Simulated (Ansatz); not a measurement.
## Rh (001), fcc: a film clamped to its substrate

A thin film takes the in-plane lattice of its substrate and is free along the normal. How do the free axis and the stress follow the misfit? The strained cell has c along the film normal; unstrained it is a = 2.6729 Å, b = 2.6729 Å, c = 3.7801 Å, α = 90.00°, β = 90.00°, γ = 90.00°, with 2 atoms.

Calculated with Ansatz 0.2.0, PBEsol, PAW files of the set soft_1, cutoff 600 eV, Fermi–Dirac smearing 0.05 eV, k-mesh 16×16×12, no spin polarisation, no spin-orbit coupling.

Relaxed positions at 0 %:

```csv
atom,x,y,z
Rh,0.0000,0.0000,0.0000
Rh,0.5000,0.5000,0.5000
```

| ε∥ (%) | a (Å) | c (Å) | ε⊥ (%) | σ (GPa, tension positive) |
| --- | --- | --- | --- | --- |
| −3 | 2.5927 | 3.8841 | 2.752 | −17.26 |
| −2 | 2.6195 | 3.8480 | 1.797 | −11.01 |
| 0 | 2.6729 | 3.7795 | −0.015 | −0.07 |
| 1 | 2.6997 | 3.7464 | −0.890 | 4.64 |
| 2 | 2.7264 | 3.7137 | −1.756 | 8.86 |
| 3 | 2.7531 | 3.6808 | −2.626 | 12.57 |

**Question.** Fit both responses and give the free strain and the stress at −1 %, a row left out above.

Least squares with y = y0 + y1 ε + y2 ε² (ε in %) gives ε⊥ = −0.011 + (−0.8936) ε + (0.0082) ε² and σ = −0.07 + (4.970) ε + (−0.253) ε² GPa. The linear terms put the ratio of free to applied strain at −0.894 and the biaxial modulus at 497 GPa.

At −1 % the free strain comes out as 0.891 %. The run itself gives 0.880 %, so the estimate misses by 0.011 %; the fitted rows themselves lie up to 0.012 % off the law.

The stress comes out as −5.29 GPa. The run itself gives −5.27 GPa, so the estimate misses by 0.02 GPa; the fitted rows themselves lie up to 0.01 GPa off the law.

For a cubic crystal strained in (001), ε⊥/ε∥ = −R with R = 2C12/C11, the modulus is C11 + C12 − 2C12²/C11 = C11(1 + R/2 − R²/2), so C11 = 474 GPa and C12 = 212 GPa.

The negative ε² term means that the crystal stiffens in compression and softens in tension.

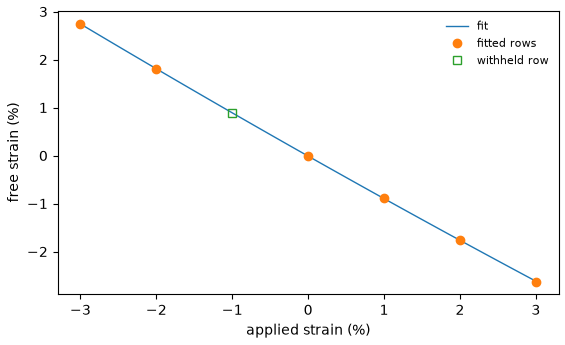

The fitted law, the rows behind it and the withheld row.

[Logs are printed without paths, hosts, clocks, repeated set-up lines and the standing remarks that a program may print on its own settings, such as how far it seeks lower states.]
